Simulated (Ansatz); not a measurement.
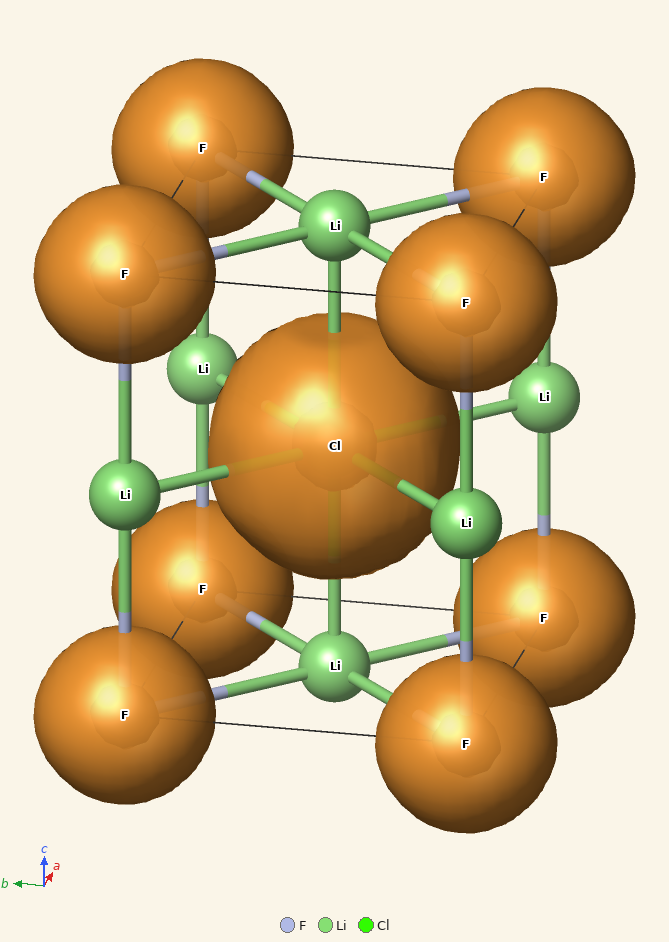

Figure. Li2ClF. Isosurface of the ELF at 0.7 (orange), seen at an oblique angle. Only the valence region is drawn (cores and ρ < 0.01 e/Å³ removed). Sticks mark near contacts.

Space group P4/mmm; started from the ordered alloy on rocksalt lattice prototype, which need not be the ambient phase; changed on purpose from its base cell (uniaxial z strain -1.7%).

Method: Ansatz, DFT, HSE06, plane waves, PAW.

Core electrons are frozen (PAW), and the valence fields are smoothed inside the atomic spheres.

Question: Where are the electrons localised?

Answer: The ELF exceeds this value in one region wrapped around Cl (its valence shell) and one region wrapped around F (its valence shell), counted in one cell of 4 atoms. Regions shared between cells count once.

Values along the shortest contacts:
Li–F (2.26 Å): the ELF peaks at about 0.85 in the valence shell of F, 0.6 Å from its nucleus, and is about 0.30 at the midpoint: a largely ionic contact. Li–Cl (2.26 Å): the ELF peaks at about 0.90 in the valence shell of Cl, 1.0 Å from its nucleus, and falls to about 0 next to Li: a closed-shell, largely ionic contact.
